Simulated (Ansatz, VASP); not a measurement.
# GaN in two plane-wave programs

Wanted: the spread between two codes on one cell, functional and k mesh. Valence electrons are named where the data sets of a main pair hold unlike numbers.

Program: Ansatz 0.2.0. Level of theory: plane waves, with VASP 6.6.1 beside it; band structure at PBE. Results are calculated unless marked as measured.

## (1) Set-up

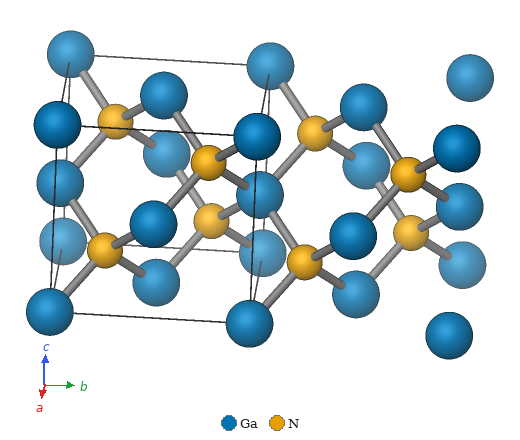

The starting structure, seen slightly off an axis (gallium blue, nitrogen orange). 1×2×1 cells are drawn. This picture shows the conventional cell, with its axes. Bonds to atoms that aren't drawn are left out. Some periodic images of atoms are drawn too.

## (2) Ansatz: band structure, PBE

Ansatz runs on its default PAW (the set named soft_2) files.

The same path points are solved in both programs, so levels can be compared one by one.

input.yaml reads:

```yaml
crystal:
  lattice:
    - [0.0, 2.2535006075, 2.2535006075]
    - [2.2535006075, 0.0, 2.2535006075]
    - [2.2535006075, 2.2535006075, 0.0]
  atoms:
    - { symbol: Ga, position: [0.0, 0.0, 0.0] }
    - { symbol: "N", position: [0.25, 0.25, 0.25] }
hamiltonian:
  xc: pbe
  pseudopotentials: { kind: paw }
kpoints:
  mp_grid: { grid: [4, 4, 4] }
  band_path:
    path:
      - [0.0, 0.0, 0.0]
      - [0.18182, 0.0, 0.18182]
      - [0.36364, 0.0, 0.36364]
      - [0.5, 0.0, 0.5]
      - [0.5, 0.09091, 0.59091]
      - [0.5, 0.18182, 0.68182]
      - [0.5, 0.25, 0.75]
      - [0.45455, 0.29545, 0.75]
      - [0.40909, 0.34091, 0.75]
      - [0.375, 0.375, 0.75]
      - [0.20455, 0.20455, 0.40909]
      - [0.06818, 0.06818, 0.13636]
      - [0.04545, 0.04545, 0.04545]
      - [0.22727, 0.22727, 0.22727]
      - [0.40909, 0.40909, 0.40909]
      - [0.51136, 0.47727, 0.51136]
      - [0.55682, 0.38636, 0.55682]
      - [0.60227, 0.29545, 0.60227]
      - [0.61364, 0.25, 0.63636]
      - [0.56818, 0.25, 0.68182]
      - [0.51136, 0.25, 0.73864]
      - [0.5, 0.29545, 0.70455]
      - [0.5, 0.38636, 0.61364]
      - [0.5, 0.47727, 0.52273]
      - [0.47727, 0.47727, 0.54545]
      - [0.43182, 0.43182, 0.63636]
      - [0.38636, 0.38636, 0.72727]
      - [0.60227, 0.20455, 0.60227]
      - [0.55682, 0.11364, 0.55682]
      - [0.5, 0.0, 0.5]
    npoints: 1
scf:
  occupations: { method: gaussian, width: 0.01 }
  n_extra_bands: 7
output:
  forces: true
  stress: true
  eigenvalues: true
```

The run is started by

```
ansatz run input.yaml --threads 2 --pin off --max-ram 4608MiB --backend cpu --events-out ev --progress --plain --runs-dir out
```

Numbers of over 12 decimals in the logs are rounded to 6 here.

What it wrote:

```text
scf.n_extra_bands = 7 over 9 filled bands (N_el = 18.0): the run solves 16 bands
Engine: ansatz 0.2.0, aarch64-unknown-linux-gnu
Pseudopotentials: kind: paw
Pseudopotential: Ga, paw, valence charge 13, recommended cutoff 420 eV (normal), Ga.paw.azcp
Pseudopotential: N, paw, valence charge 5, recommended cutoff 420 eV (normal), N.paw.azcp
Functional definition: PBE
  parameter kappa = 0.804
  parameter beta = 0.066725
  exchange = pbe_x(kappa = kappa, mu = beta*pi^2/3)
  correlation = pbe_c(beta = beta)
Crystal: 2 atoms, lattice volume = 22.888 Å³
Basis set: ecut = 420 eV, 459 PW (Γ), exchange–correlation on 48×48×48 points (8 copies of the dense FFT grid, shifted against one another)
Bands: 16, of which v1, the nominal top of the filled ones, is band 9 counted from 1 (8 counted from 0)
Symmetry: 24 space group operations
Space group: F-43m (ITA 216), of the structure as read, at distance tolerance 2.8e-5 Å
k-points: 8 of 64 (time reversal used)
Non-local potential: Ga, projectors of the file, l = 0: 2, l = 1: 2, l = 2: 3, l = 3: 1
Non-local potential: N, projectors of the file, l = 0: 2, l = 1: 2, l = 2: 1
PAW form: soft (Blöchl's): semilocal exchange-correlation on the pseudo side does not see the compensation charge
PAW one-centre angular grid: Ga, 590 points (default); XC on 64 Gauss nodes
PAW one-centre angular grid: N, 110 points (default); XC on 64 Gauss nodes
Initial density: superposition of atomic densities (neutral atoms: chi_scale 0, normalization atom), corrected by the library's trained network
Initial wavefunctions: pseudopotential atomic-orbital guess
Functional: x = pbe(κ = 0.804, μ = 0.219515), c = pbe(β = 0.066725)
SCF iter   1: F=—  HF=-4167.834820 eV  |F-HF|=—  |Δ(HF+E_count)|=         —  Δρ=2.76e-3  dr2=1.91e-3  ethr=1.77e-3  ⟨swp⟩=4.9  Hψ=645  notcnv=0
preconditioner: auto → none  [insulator: Δε(μ)=1.714 eV  Ē_g=22.935 eV  σ=0.010 eV  W_gap=1.00  n_scr=8 (ndim 8)  ℏωp=32.9 eV  f_vac=0.001  D(μ)=0.00/eV (n_scr^D=0)  ε∞_Penn≈3.1]
SCF iter   2: F=—  HF=-4167.834664 eV  |F-HF|=—  |Δ(HF+E_count)|=   1.57e-4  Δρ=1.02e-3  dr2=2.85e-4  ethr=1.06e-5  ⟨swp⟩=2.1  Hψ=239  notcnv=0  defer=19
SCF iter   3: F=—  HF=-4167.834664 eV  |F-HF|=—  |Δ(HF+E_count)|=   3.74e-7  Δρ=1.57e-4  dr2=3.18e-6  ethr=1.58e-6  ⟨swp⟩=2.1  Hψ=175  notcnv=0  defer=19
SCF iter   4: F=—  HF=-4167.834677 eV  |F-HF|=—  |Δ(HF+E_count)|=   1.27e-5  Δρ=6.46e-5  dr2=5.91e-7  ethr=1.77e-8  ⟨swp⟩=2.0  Hψ=181  notcnv=0  defer=19
iter 5 did not close the SCF: its close was put off for the readings that it lacked (scf_convergence_deferred on its scf_iter line)
SCF iter   5: F=-4167.834676 eV  HF=-4167.834676 eV  |F-HF|=1.77e-8  |Δ(HF+E_count)|=   6.18e-7  Δρ=1.36e-5  dr2=1.68e-8  ethr=3.28e-9  ⟨swp⟩=2.0  Hψ=181  notcnv=0  defer=19
SCF iter   6: F=-4167.834676 eV  HF=-4167.834676 eV  |F-HF|=1.49e-10  |Δ(HF+E_count)|=   2.09e-8  Δρ=2.51e-6  dr2=6.75e-10  ethr=9.31e-11  ⟨swp⟩=4.6  Hψ=508  notcnv=0
SCF 1 converged in 6 iterations: F = -4167.834676 eV  dr2 = 6.75e-10
  greatest PAW one-centre occupation: 0.995 electrons in one spin orbital (limit 2), on the Ga atom at site 0 (counted from 0), in its partial waves of l = 2
NSCF: frozen V_eff on 30 k-points
SCF converged after 6 iterations
Free energy (F): -4167.834676 eV
Harris-Foulkes:  -4167.834676 eV  (|F-HF|=1.49e-10)
Internal energy: -4167.834676 eV  (E = F + TS)
E sigma→0 (E₀):  -4167.834676 eV
Fermi energy:    10.546128 eV
--- Per-component energies (eV) ---
  E_band       = -5.314188
  E_kinetic    = 247.398608
  E_local      = -1950.433552  (includes V_loc(G=0)·N_el)
  E_nonlocal   = 474.376517
  E_hartree    = 897.504250
  E_xc         = -128.770477
  E_vxc        = -134.107689  (∫ρ·V_xc dr)
  E_paw        = -2120.475206  (= ΣΔE_a)
  E_vpaw       = -437.556590  (= ΣTr[D̂ρ^β])
  E_aug_tail   = 0.000139  (compensation charges beyond the density's cutoff)
  E_ewald      = -1587.434954
  E_smearing   = -0.000000  (= −TS)
  E_closure    = 0.000000  (closes the sum)
  Σ components = -4167.834676   (vs F -4167.834676, Δ=0.00e0)
--- Forces (eV/Å), atoms counted from 1 ---
  atom   1  Ga     0.00000000    -0.00000000     0.00000000
  atom   2  N     -0.00000000     0.00000000    -0.00000000
  max |Σ_I F_I| component: 1.85e-17 eV/Å
--- Stress (GPa, compression-positive) ---
        4.962787      -0.000000      -0.000000
        0.000000       4.962787       0.000000
       -0.000000       0.000000       4.962787
  P = ⅓ Tr σ = 4.9628 GPa (49.628 kbar)
--- Band table (eV; the first three rows and the last of 8) ---
  k-point 0: bands = [... 5 lower, -3.5230, 9.6975, 9.6975, 9.6975, 11.3947, 19.9659, 19.9659, 19.9659, ... 3 higher]
  k-point 1: bands = [... 5 lower, -3.4622, 5.8250, 9.1748, 9.1748, 13.7366, 18.4557, 20.4214, 20.4214, ... 3 higher]
  k-point 2: bands = [... 5 lower, -2.2429, 2.6365, 8.7265, 8.7265, 14.3066, 18.4075, 20.0187, 20.0187, ... 3 higher]
  k-point 7: bands = [... 5 lower, -1.5229, 3.9793, 5.9900, 6.0431, 15.8944, 18.0669, 19.9258, 20.7917, ... 3 higher]
```

Run time: 1.3 s. Hardware: 2 threads of Arm Neoverse N1, shared host; peak memory 0.26 GiB; 1.9 s of CPU time.

## (3) VASP: band structure, PBE

The same cell, functional, mesh and smearing now go to VASP, with its own data sets.

Lines of VASP's logs that name or quote its potential files are left out, and so is its time.

INCAR reads:

```
SYSTEM = GaN
PREC = Accurate
ENCUT = 450
EDIFF = 1E-08
NELM = 100
ISMEAR = 0
SIGMA = 0.01
LREAL = .FALSE.
ALGO = Normal
GGA = PE
NBANDS = 15
LORBIT = 11
LWAVE = .TRUE.
LCHARG = .FALSE.
KPAR = 8
```

POSCAR reads:

```
GaN
1.0
    0.0000000000      2.2535006075      2.2535006075
    2.2535006075      0.0000000000      2.2535006075
    2.2535006075      2.2535006075      0.0000000000
Ga N
1 1
Direct
    0.0000000000      0.0000000000      0.0000000000
    0.2500000000      0.2500000000      0.2500000000
```

KPOINTS reads:

```
Automatic mesh
0
Gamma
4 4 4
0 0 0
```

KPOINTS_OPT reads:

```
Line mode
12
Line-mode
Reciprocal
  0.00000000   0.00000000   0.00000000 GAMMA
  0.50000000   0.00000000   0.50000000 X

  0.50000000   0.00000000   0.50000000 X
  0.50000000   0.25000000   0.75000000 W

  0.50000000   0.25000000   0.75000000 W
  0.37500000   0.37500000   0.75000000 K

  0.37500000   0.37500000   0.75000000 K
  0.00000000   0.00000000   0.00000000 GAMMA

  0.00000000   0.00000000   0.00000000 GAMMA
  0.50000000   0.50000000   0.50000000 L

  0.50000000   0.50000000   0.50000000 L
  0.62500000   0.25000000   0.62500000 U

  0.62500000   0.25000000   0.62500000 U
  0.50000000   0.25000000   0.75000000 W

  0.50000000   0.25000000   0.75000000 W
  0.50000000   0.50000000   0.50000000 L

  0.50000000   0.50000000   0.50000000 L
  0.37500000   0.37500000   0.75000000 K

  0.62500000   0.25000000   0.62500000 U
  0.50000000   0.00000000   0.50000000 X
```

Potentials, in the order of the species: Ga_d_GW and N_GW (PBE family, release 64).

The run is started by

```
mpirun -np 8 vasp_std
```

What it wrote:

```text
[banner, memory and clock lines left out]
running    8 mpi-ranks, on    1 nodes
 distrk:  each k-point on    1 cores,    8 groups
 distr:  one band on    1 cores,    1 groups

 POSCAR found type information on POSCAR GaN
 POSCAR found :  2 types and       2 ions
|                                                                             |
|           W    W    AA    RRRRR   N    N  II  N    N   GGGG   !!!           |
|           W    W   A  A   R    R  NN   N  II  NN   N  G    G  !!!           |
|           W    W  A    A  R    R  N N  N  II  N N  N  G       !!!           |
|           W WW W  AAAAAA  RRRRR   N  N N  II  N  N N  G  GGG   !            |
|           WW  WW  A    A  R   R   N   NN  II  N   NN  G    G                |
|           W    W  A    A  R    R  N    N  II  N    N   GGGG   !!!           |
|                                                                             |
|     For optimal performance we recommend to set                             |
|       NCORE = 2 up to number-of-cores-per-socket                            |
|     NCORE specifies how many cores store one orbital (NPAR=cpu/NCORE).      |
|     This setting can greatly improve the performance of VASP for DFT.       |
|     The default, NCORE=1 might be grossly inefficient on modern             |
|     multi-core architectures or massively parallel machines. Do your        |
|     Unfortunately you need to use the default for GW and RPA                |
|     calculations (for HF NCORE is supported but not extensively tested      |
|     yet).                                                                   |
|                                                                             |

 LDA part: xc-table for (Slater+PW92), standard interpolation
 POSCAR, INCAR and KPOINTS ok, starting setup
 FFT: planning ... GRIDC
 FFT: planning ... GRID_SOFT
 FFT: planning ... GRID
 WAVECAR not read
 entering main loop
       N       E                     dE             d eps       ncg     rms          rms(c)
DAV:   1     0.138297927496E+03    0.13830E+03   -0.10157E+04   248   0.187E+03
DAV:   2    -0.370157349802E+01   -0.14200E+03   -0.13609E+03   275   0.386E+02
DAV:   3    -0.139004815862E+02   -0.10199E+02   -0.10079E+02   289   0.117E+02
DAV:   4    -0.141099181100E+02   -0.20944E+00   -0.20939E+00   325   0.181E+01
DAV:   5    -0.141145286536E+02   -0.46105E-02   -0.46103E-02   291   0.268E+00    0.111E+01
DAV:   6    -0.120724286726E+02    0.20421E+01   -0.53316E+00   360   0.488E+01    0.519E+00
DAV:   7    -0.120726067257E+02   -0.17805E-03   -0.30771E-01   303   0.886E+00    0.321E+00
DAV:   8    -0.120684650242E+02    0.41417E-02   -0.50353E-02   282   0.360E+00    0.377E-01
DAV:   9    -0.120667488285E+02    0.17162E-02   -0.66301E-03   366   0.234E+00    0.727E-02
DAV:  10    -0.120670068419E+02   -0.25801E-03   -0.76761E-04   276   0.513E-01    0.203E-02
DAV:  11    -0.120669957348E+02    0.11107E-04   -0.65497E-05   395   0.183E-01    0.749E-03
DAV:  12    -0.120669974844E+02   -0.17496E-05   -0.73353E-06   261   0.298E-02    0.347E-03
DAV:  13    -0.120669973474E+02    0.13697E-06   -0.58074E-07   341   0.119E-02    0.349E-04
DAV:  14    -0.120669973347E+02    0.12752E-07   -0.32741E-08   268   0.241E-03    0.185E-04
DAV:  15    -0.120669973498E+02   -0.15099E-07   -0.12318E-09   197   0.475E-04    0.272E-05
DAV:  16    -0.120669973522E+02   -0.23747E-08   -0.35273E-10   141   0.262E-04
   1 F= -.12066997E+02 E0= -.12066997E+02  d E =-.120328E-89
 Start KPOINTS_OPT (optional k-point list driver)
k-point batch [1-8\120]
       N       E                     dE             ncg
DAV:   1     0.560366949494E+03   -0.15211E+04      255
DAV:   2    -0.543049938388E+03   -0.11034E+04      268
DAV:   3    -0.633877816835E+03   -0.90828E+02      303
DAV:   4    -0.635513017371E+03   -0.16352E+01      312
DAV:   5    -0.635549297556E+03   -0.36280E-01      317
DAV:   6    -0.635550901485E+03   -0.16039E-02      350
DAV:   7    -0.635550937661E+03   -0.36177E-04      311
DAV:   8    -0.635550938709E+03   -0.10478E-05      365
DAV:   9    -0.635550938715E+03   -0.56297E-08      256
[...]
k-point batch [113-120\120]
       N       E                     dE             ncg
DAV:   1     0.339964603025E+03   -0.57021E+04      271
DAV:   2    -0.660231560002E+03   -0.10002E+04      289
DAV:   3    -0.718674025647E+03   -0.58442E+02      310
DAV:   4    -0.719672032309E+03   -0.99801E+00      303
DAV:   5    -0.719704133177E+03   -0.32101E-01      311
DAV:   6    -0.719705843349E+03   -0.17102E-02      342
DAV:   7    -0.719705897899E+03   -0.54550E-04      356
DAV:   8    -0.719705898058E+03   -0.15883E-06      342
DAV:   9    -0.719705898060E+03   -0.19410E-08      246
 writing wavefunctions
```

OUTCAR, selected parts (step 3):

```text
ion  position               nearest neighbor table
   1  0.000  0.000  0.000-   2 1.95   2 1.95   2 1.95   2 1.95
   2  0.250  0.250  0.250-   1 1.95   1 1.95   1 1.95   1 1.95

  LATTYP: Found a face centered cubic cell.
 ALAT       =     4.5070012150

 Subroutine GETGRP returns: Found 24 space group operations
 (whereof 24 operations were pure point group operations)

The static configuration has the point symmetry T_d .

 Found      8 irreducible k-points:

   k-points           NKPTS =      8   k-points in BZ     NKDIM =      8   number of bands    NBANDS=     15

   dimension x,y,z NGX =    24 NGY =   24 NGZ =   24
   dimension x,y,z NGXF=    48 NGYF=   48 NGZF=   48

   ENCUT  =  450.0 eV  33.07 Ry    5.75 a.u.   5.51  5.51  5.51*2*pi/ulx,y,z

   NELECT =      18.0000    total number of electrons

 k-points in reciprocal lattice and weights: Automatic mesh
   0.00000000  0.00000000  0.00000000       0.016
   0.25000000  0.00000000  0.00000000       0.125
   0.50000000  0.00000000  0.00000000       0.062
   0.25000000  0.25000000  0.00000000       0.094
   0.50000000  0.25000000  0.00000000       0.375
  -0.25000000  0.25000000  0.00000000       0.188
   0.50000000  0.50000000  0.00000000       0.047
  -0.25000000  0.50000000  0.25000000       0.094

 average (electrostatic) potential at core
       1 -63.7305       2 -61.3268

 E-fermi :   5.2816

 k-point     1 :       0.0000    0.0000    0.0000
  band No.  band energies     occupation
    ...
      5      -8.0792      2.00000
      6      -8.0792      2.00000
      7       5.1406      2.00000
      8       5.1406      2.00000
      9       5.1406      2.00000
     10       6.8453      0.00000
     11      15.3934      0.00000
     12      15.3934      0.00000
     13      15.3934      0.00000
     14      22.7285      0.00000
    ...

 k-point     2 :       0.2500    0.0000    0.0000
  band No.  band energies     occupation
    ...
      5      -8.0743      2.00000
      6      -8.0177      2.00000
      7       1.2679      2.00000
      8       4.6193      2.00000
      9       4.6193      2.00000
     10       9.1848      0.00000
     11      13.8967      0.00000
     12      15.8510      0.00000
     13      15.8510      0.00000
     14      21.1041      0.00000
    ...

 k-point     3 :       0.5000    0.0000    0.0000
  band No.  band energies     occupation
    ...
      5      -8.0321      2.00000
      6      -6.8008      2.00000
      7      -1.9214      2.00000
      8       4.1709      2.00000
      9       4.1709      2.00000
     10       9.7499      0.00000
     11      13.8566      0.00000
     12      15.4497      0.00000
     13      15.4497      0.00000
     14      20.7385      0.00000
    ...

  Total        0.4978786      0.4978786      0.4978786     -0.0000000      0.0000000     -0.0000000
  in kB       34.8522674     34.8522674     34.8522674     -0.0000000      0.0000000     -0.0000000
  external PRESSURE =      34.8522674 kB  Pullay stress =       0.0000000 kB

  energy-cutoff  :      450.00
  volume of cell :       22.89
      direct lattice vectors                 reciprocal lattice vectors
     0.000000000  2.253500607  2.253500607    -0.221877020  0.221877020  0.221877020
     2.253500607  0.000000000  2.253500607     0.221877020 -0.221877020  0.221877020
     2.253500607  2.253500607  0.000000000     0.221877020  0.221877020 -0.221877020

 POSITION                                       TOTAL-FORCE (eV/Angst)
 -----------------------------------------------------------------------------------
      0.00000      0.00000      0.00000        -0.000000     -0.000000     -0.000000
      1.12675      1.12675      1.12675         0.000000      0.000000      0.000000
 -----------------------------------------------------------------------------------
    total drift:                                0.000016      0.000016      0.000016

  FREE ENERGIE OF THE ION-ELECTRON SYSTEM (eV)
  ---------------------------------------------------
  free  energy   TOTEN  =       -12.0669973522 eV

  energy  without entropy=      -12.0669973522  energy(sigma->0) =      -12.06699735

 total charge
# of ion       s       p       d       tot
------------------------------------------
    1        0.776   0.901  10.129  11.806
    2        1.193   2.464   0.000   3.656
--------------------------------------------------
tot          1.969   3.364  10.129  15.462

[... 3 further parts left out ...]
```

The run ends at a pressure of 3.49 GPa.

## (4) Comparison

Known differences besides the potentials themselves: the cutoff is 420 eV in Ansatz and 450 eV in VASP; VASP leaves aspherical gradient terms in its spheres out (LASPH is not set), Ansatz keeps them. Total energies have different zeros and are not compared.

The two programs side by side:

| quantity | Ansatz | VASP | difference |
| --- | --- | --- | --- |
| gap over the path points (eV) | 1.697 | 1.705 | -0.008 |

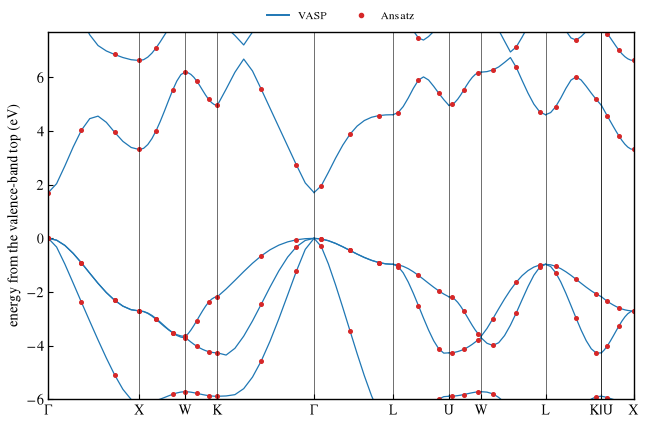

Bands from VASP (lines) and levels from Ansatz (dots). Dots without a line are higher empty bands that the VASP plot leaves out.

Levels at points of the path, from each program's valence-band top (eV; 3 filled, then empty):

| k (reciprocal lattice) | Ansatz | VASP |
| --- | --- | --- |
| 0.000 0.000 0.000 | 0.00 0.00 0.00 1.70 10.27 | 0.00 0.00 0.00 1.71 10.25 |
| 0.182 0.000 0.182 | -2.38 -0.92 -0.92 4.03 8.20 | -2.38 -0.92 -0.92 4.03 8.19 |
| 0.364 0.000 0.364 | -5.09 -2.31 -2.31 3.96 6.86 | -5.09 -2.31 -2.31 3.96 6.86 |
| 0.500 0.000 0.500 | -6.15 -2.71 -2.71 3.32 6.63 | -6.15 -2.71 -2.71 3.31 6.63 |
| 0.500 0.091 0.591 | -6.05 -3.02 -2.99 4.02 7.10 | -6.05 -3.02 -2.99 4.01 7.10 |
| 0.500 0.182 0.682 | -5.81 -3.52 -3.51 5.53 8.03 | -5.82 -3.52 -3.51 5.52 8.03 |
| 0.500 0.250 0.750 | -5.72 -3.71 -3.65 6.20 8.37 | -5.72 -3.71 -3.65 6.20 8.37 |
| 0.455 0.295 0.750 | -5.78 -4.02 -3.07 5.86 8.14 | -5.78 -4.02 -3.07 5.86 8.14 |
| 0.409 0.341 0.750 | -5.86 -4.22 -2.39 5.19 7.89 | -5.87 -4.22 -2.38 5.18 7.90 |
| 0.375 0.375 0.750 | -5.89 -4.27 -2.18 4.96 7.84 | -5.89 -4.27 -2.18 4.96 7.84 |

Among the levels compared at these points, filled levels agree within 5 meV and empty ones within 16 meV. Not compared: the pressure (VASP's GW data sets at this cutoff don't carry it).

## (5) Further runs

Further runs change the set-up of one program: Ansatz's method, potentials or start, or VASP's data sets, cutoff or form of LDA. The table gives that difference for each run.

| run | gap over the path points (eV) |
| --- | --- |
| as above | -0.0075 |
| Ansatz's all-electron LAPW method | 0.0100 |
| Ansatz's larger PAW set (cutoff 1300 eV) | 0.0094 |
| norm-conserving potentials (cutoff 1240 eV) | 0.014 |

## (6) What came out

* largest difference of a filled level at the path points (band structure, PBE): 4.9 meV

What this shows: The largest difference of a filled level at the path points is 4.9 meV (band structure, PBE), within the 80 meV picked in this series as the mark of a large difference. Band structure, PBE, Ansatz's all-electron LAPW method: the difference in gap over the path points goes from -0.0075 to 0.0100 eV. Band structure, PBE, Ansatz's larger PAW set (cutoff 1300 eV): the difference in gap over the path points goes from -0.0075 to 0.0094 eV. Band structure, PBE, norm-conserving potentials (cutoff 1240 eV): the difference in gap over the path points goes from -0.0075 to 0.014 eV. How closely two codes agree says nothing of how well the functional describes the real material.

[Lines on the potential files, build, host, timing and source positions are cut from VASP's logs without a mark.]

[Logs are printed without paths, hosts, clocks, repeated set-up lines and the standing remarks that a program may print on its own settings, such as how far it seeks lower states.]

[Hosts, paths, dates, database ids (printed as entryN), source tags and the programs' standing remarks are cut or masked in the printed files.]
